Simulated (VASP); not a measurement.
Energy against volume of HfN (rock salt). Computed with PBE GGA, VASP's PBE PAW potentials (set 64) (plane waves; VASP 6.6.1).

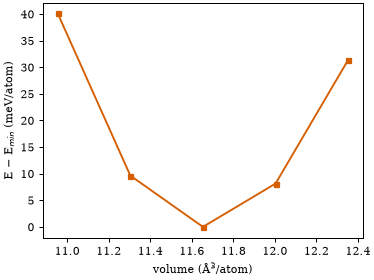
Fig. 1. Energy against volume

Question: Estimate the equilibrium volume and the bulk modulus.

Answer: The minimum lies near 11.7 Å³/atom, and the curvature gives B0 of about 270 GPa.

Measured: a 4.524 Å (computed value off by +0.2 %), as given by Seo, Lee, Wen, Petrov, Greene, Gall, J. Appl. Phys. 96, 878 (2004). The calculation is for a static lattice, while the measured a holds thermal and zero-point effects, which are part of the difference.

The compound is HfN in the rock salt structure. It was relaxed first.
